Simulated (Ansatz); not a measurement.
V (bcc, W type)

```yaml
crystal:
  lattice:
    - [-1.49136, 1.49136, 1.49136]
    - [1.49136, -1.49136, 1.49136]
    - [1.49136, 1.49136, -1.49136]
  atoms:
    - { symbol: V, position: [0.00000, 0.00000, 0.00000] }
```

This relaxed cell (volume V₀) is scaled evenly in all directions, its shape held. Symmetry pins the atoms to their sites.

Level of theory: r2SCAN (plane waves to 500 eV, PAW, scalar-relativistic; Ansatz, a program for electronic structure). k mesh 22×22×22 (Γ-centred), Fermi-Dirac smearing 0.05 eV. Energies are smeared free energies. V is run without spin polarisation. V was relaxed with its symmetry unable to fall. ΔE is measured from the relaxed starting cell.

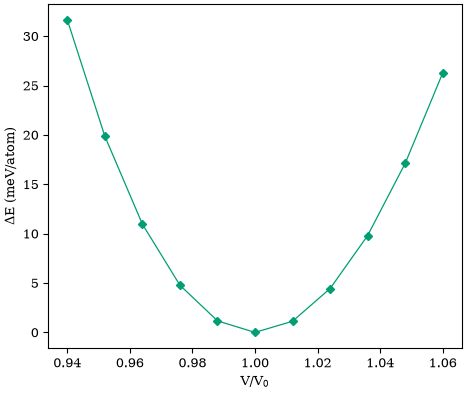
Figure: ΔE (meV/atom) against V/V₀; markers are the computed points, lines only join them.

What is ΔE at V/V₀ = 1.060?

About 26 meV/atom.

What is ΔE at V/V₀ = 0.940?

About 32 meV/atom.

What bulk modulus B₀ follows from a third-order Birch-Murnaghan fit?

About 190 GPa.

(Under strain, the slope of the energy per volume gives the stress and its curvature an elastic modulus.)
